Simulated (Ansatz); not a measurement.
```cif
data_structure
_symmetry_space_group_name_H-M 'P 1'
_symmetry_Int_Tables_number 1
_cell_length_a 7.3947
_cell_length_b 2.8508
_cell_length_c 7.4236
_cell_angle_alpha 90.000
_cell_angle_beta 119.680
_cell_angle_gamma 90.000
_cell_volume 135.97
loop_
_atom_site_label
_atom_site_type_symbol
_atom_site_fract_x
_atom_site_fract_y
_atom_site_fract_z
_atom_site_occupancy
Si1 Si 0.82764 0.50000 0.58981 1
Si2 Si 0.23304 0.00000 0.82236 1
Si3 Si 0.60377 0.00000 0.78516 1
Si4 Si 0.40801 0.50000 0.22635 1
C1 C 0.77467 0.50000 0.19415 1
Si5 Si 0.15885 0.00000 0.39656 1
N1 N 0.67572 0.50000 0.32087 1
N2 N 0.33295 0.00000 0.65975 1
N3 N 0.67825 0.50000 0.70854 1
N4 N 0.97053 0.00000 0.66280 1
N5 N 0.70930 0.00000 0.05513 1
N6 N 0.29733 0.50000 0.96512 1
N7 N 0.32791 0.00000 0.29689 1
N8 N 0.00203 0.50000 0.31652 1
```

Space group Pm; a structure from a database of computed crystals, not necessarily the ambient phase; started from the beta-nitride host prototype, which need not be the ambient phase; not relaxed (largest force 0.4 eV/Å).

These are results of DFT, PBE0, plane waves, PAW in Ansatz, not measurements.

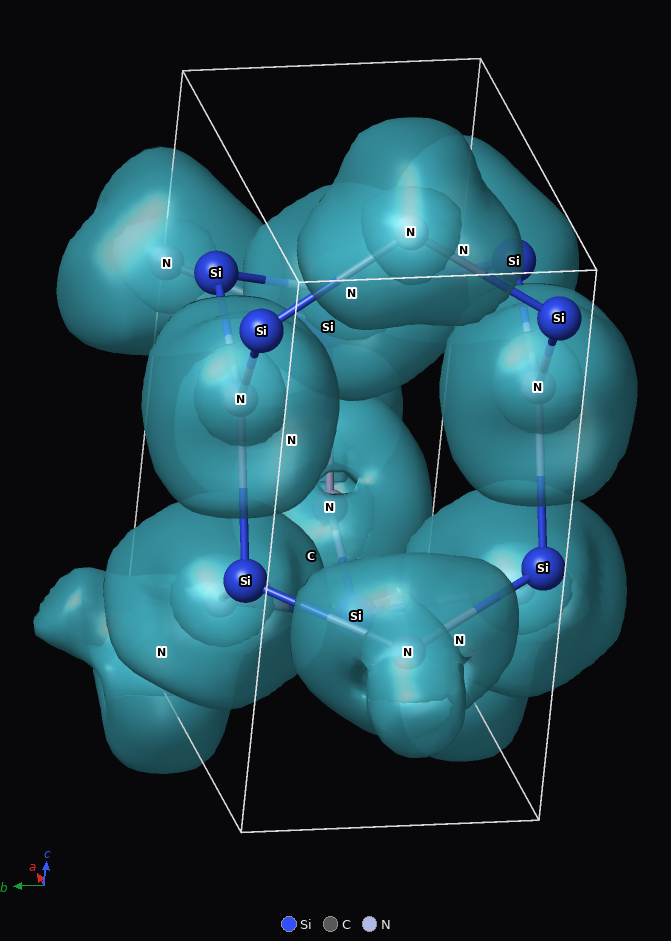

Si$_{5}$CN$_{8}$. Isosurface of the ELF at 0.7 (cyan), seen at an oblique angle. Core shells and regions of very low density are left out. Sticks mark near contacts.

Core electrons are frozen (PAW), and the valence fields are smoothed inside the atomic spheres.

Question: Identify the bonds, lone pairs and shells in this picture.

Answer: At this value the surface marks out eight regions on N in which the atom's valence shell and bonds are merged, counted in one cell of 14 atoms. Any copies at cell faces, edges or corners count once.

Values along the shortest contacts:
C–N (1.45 Å): the ELF peaks at about 0.90 between the atoms; a covalent bond. Si–N (1.69 Å): the ELF peaks at about 0.90 between the atoms, as expected for a shared but strongly polarised pair.
